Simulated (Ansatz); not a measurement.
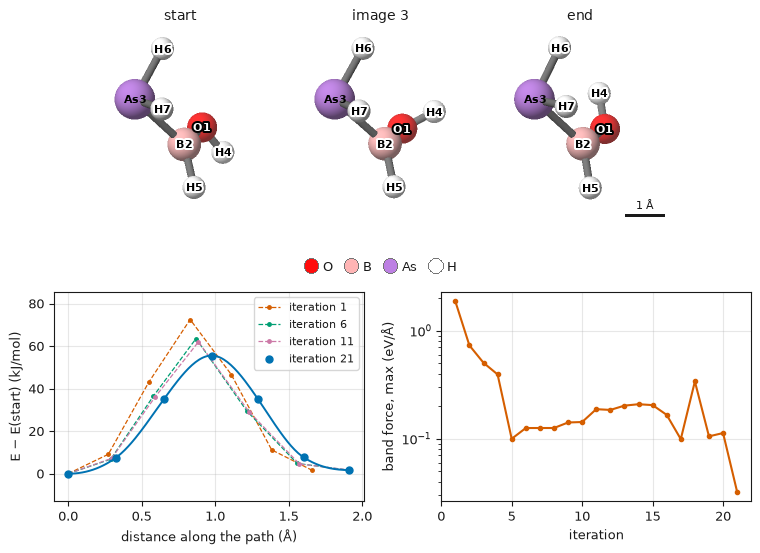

A nudged-elastic-band calculation for BAsH$_{4}$O. Images are numbered from 0 (start) to 6 (end). The plot follows the band through its iterations. The picture is a ball-and-stick view, seen from a free direction.

All numbers below come from RKS B3LYP/def2-SVP (Ansatz 0.2.0).

The input:
```yaml
crystal:
  periodic: [false, false, false]
  atoms:
    - { symbol: O, position_ang: [-1.514965, 0.089897, -0.348942] }
    - { symbol: B, position_ang: [-0.24027, -0.346005, -0.428237] }
    - { symbol: As, position_ang: [0.962274, -0.231044, 1.225657] }
    - { symbol: H, position_ang: [-2.032739, -0.071842, -1.149214] }
    - { symbol: H, position_ang: [0.170806, -0.890559, -1.430922] }
    - { symbol: H, position_ang: [0.490629, 1.147104, 1.681543] }
    - { symbol: H, position_ang: [2.164275, 0.302458, 0.450106] }
basis:
  gaussian: { orbitals: def2-SVP }
hamiltonian:
  xc: b3lyp
neb:
  order_check: false
  images: 5
  f_tol: 0.05
  max_iterations: 53
  initial_path: idpp
  final_atoms:
    - { symbol: O, position_ang: [-1.42784139, -0.08265664, -0.86556589] }
    - { symbol: B, position_ang: [-0.16885166, -0.49885667, -0.62546041] }
    - { symbol: As, position_ang: [0.84286563, -0.23762168, 1.15187609] }
    - { symbol: H, position_ang: [-1.82516893, 0.44467766, -0.1596713] }
    - { symbol: H, position_ang: [0.35680226, -1.14566201, -1.500429] }
    - { symbol: H, position_ang: [0.1822062, 1.09466518, 1.5236407] }
    - { symbol: H, position_ang: [2.03999789, 0.42546317, 0.4756008] }
```

Launched with:
```bash
ansatz run input.yaml --threads 1 --pin off --max-ram 2048MiB --backend cpu --events-out ev --progress --plain --runs-dir out
```

Did the band converge, and can the barrier be trusted?

The result is final at these settings. The band converged in 21 iterations. The largest component of the band force went from 1.9 to 0.032 eV/Å. The climbing image converged on the top of the path. Its vibrational analysis gives one imaginary mode (793i cm⁻¹), as a transition state must have. The first iteration put the highest image at 72.5 kJ/mol. The highest point, image 3, lies 55.6 kJ/mol above the start and 53.9 kJ/mol above the end; the end is at +1.7 kJ/mol relative to the start.

Cost: 5.3 min on 1 thread of Intel(R) Xeon(R) Platinum 8488C (Sapphire Rapids), on a shared host, peak memory 0.27 GiB.
